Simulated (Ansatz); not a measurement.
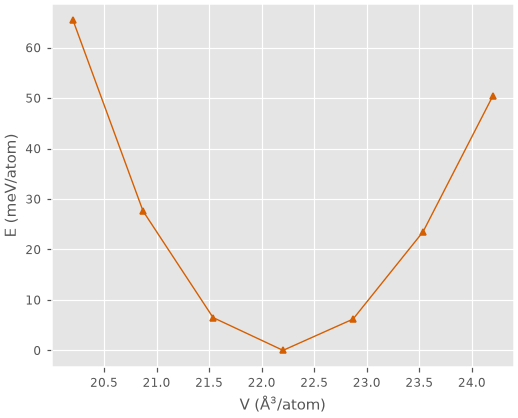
*Zr in space group P6/mmm (No. 191; Zr on 1b, Zr on 2c) under volume change, DFT-PBEsol in the program Ansatz with PAW potentials, shape and atoms relaxed at each volume.*

Q: What does a third-order Birch–Murnaghan fit give for V₀, B₀ and B′?

A: V₀ = 22.20 Å³/atom, B₀ = 102 GPa, B′ = 3.5.

This is a known high-pressure phase of the composition, computed here at zero pressure and temperature. The PBEsol relaxation kept the symmetry of its start; its stability against distortions is not shown here. No spin polarisation was allowed.

Potentials: the later of the program's two PAW sets.
